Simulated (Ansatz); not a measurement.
# Ti2Ge5: relaxing cell and atoms, part 2 of 2

Aim: in Ti2Ge5, a known structure type filled with other elements, at an estimated volume, relax cell and atoms, then read levels, charges and fields where it ends.

Ansatz 0.2.0; DFT, r2SCAN, no spin polarisation, plane waves, PAW. Relaxing cell and atoms. The steps go on from the part before.

### Step 4. States by energy

Counts of states in windows (eV from the Fermi level; tetrahedra), total and projected:

```tsv
from	to	total	Ge s	Ge p	Ti d
-8.0	-7.0	2.23	1.30	0.65	0.21
-7.0	-6.0	1.98	0.78	0.89	0.20
-6.0	-5.0	3.40	0.43	2.33	0.32
-5.0	-4.0	5.81	0.38	4.39	0.74
-4.0	-3.0	7.83	0.37	5.41	1.84
-3.0	-2.0	5.90	0.35	3.69	1.69
-2.0	-1.0	6.82	0.45	2.73	3.41
-1.0	0.0	5.93	0.64	2.21	2.84
0.0	1.0	9.52	0.82	2.34	5.88
1.0	2.0	14.82	1.15	2.87	10.01
```

The bands computed are complete only to about 2.8 eV above the Fermi level.

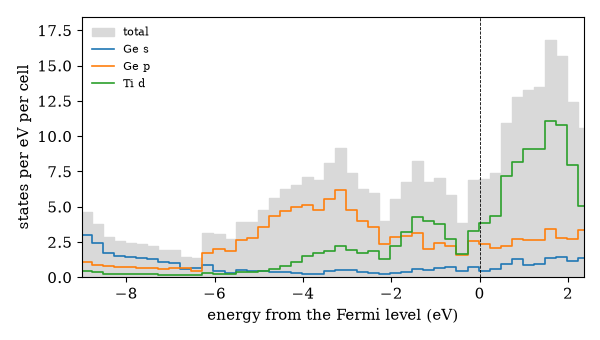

Total and projected density of states, in bins of 0.25 eV.

### Step 5. Charges

By element, from the tables in the log (a charge is positive for electrons lost): Löwdin charges also hold the electrons that the projection spills.

```tsv
element	atoms	Bader charge (e)	Bader volume (Å³)	Löwdin charge (e)
Ge	10	-0.53 to -0.45	18.1 to 19.7	-0.17
Ti	4	+1.16	10.8	+0.56
```

The Löwdin projection spills 0.3 % of the electrons and depends on the orbitals chosen; where it disagrees with Bader's partition, neither is an observable.

### Step 6. Maps of the fields

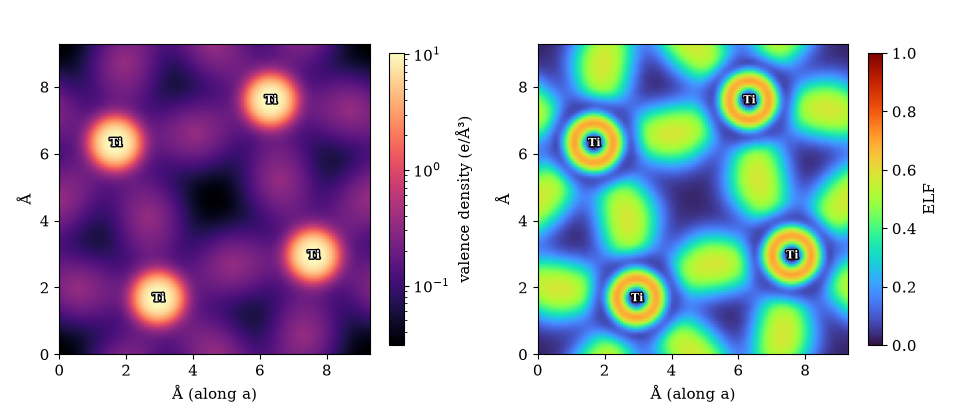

Valence density (left, log scale) and ELF (right) in the plane spanned by a and b at height 0.500 along c (axes of the input's cell); atoms within 0.2 Å are lettered. Near the nuclei they are pseudo-fields.

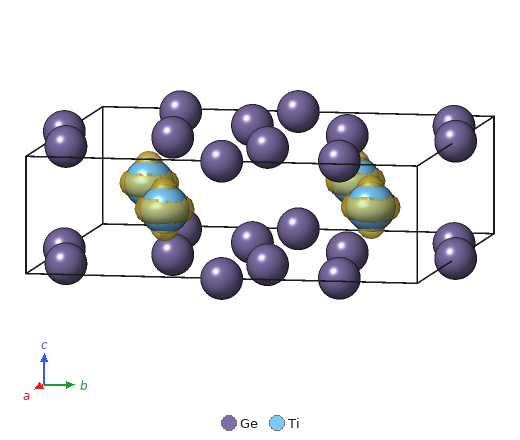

Surface of ELF = 0.63 in one cell.

Scans along the contacts give these minima of the density:

```tsv
contact	length (Å)	minimum at (fraction)	density (e/Å³)	ELF
Ge1–Ge7	2.740	0.50	0.298	0.53
Ge1–Ti3	2.745	0.55	0.239	0.17
Ti3–Ti3	2.751	0.50	0.281	0.39
```

### Step 7. Outcome

This closing draws on all 2 parts.

| quantity | value |
| --- | --- |
| moves | 4 |
| energy gained | 49.3 meV/atom |
| largest move | 0.05 Å (Ge) |
| space group (0.01 Å), before / after | P4/mbm / P4/mbm |
| cell | a = 9.280 Å, b = 9.280 Å, c = 2.751 Å, α = 90.00°, β = 90.00°, γ = 90.00° |
| volume | 16.92 Å³/atom (+9.7 %) |
| pressure at the end | 0.03 GPa |
| formation energy (elements from separate runs) | -0.16 eV/atom |
| character | metal |
| density of states, mean within 0.25 eV of the Fermi level | 7 per eV per cell |
| Bader charges | Ge -0.53 to -0.45, Ti +1.16 e |

What this shows: The volume grew by 9.7 %, and the largest move of an atom is 0.05 Å apart from the change of the cell; the energy fell by 49.3 meV per atom. The run held to 16 symmetry operations, so a lower structure without them is not ruled out. The cell is metallic; within 0.25 eV of the Fermi level the density of states averages 7 per eV per cell, mostly Ti d (54 %) and Ge p (33 %). Set against separate runs on the elements (Ge diamond, Ti hcp), it forms at -0.16 eV per atom, a bound cell by that test. By Bader's partition Ti gives up most (+1.16 e) and Ge takes most (-0.46 e).
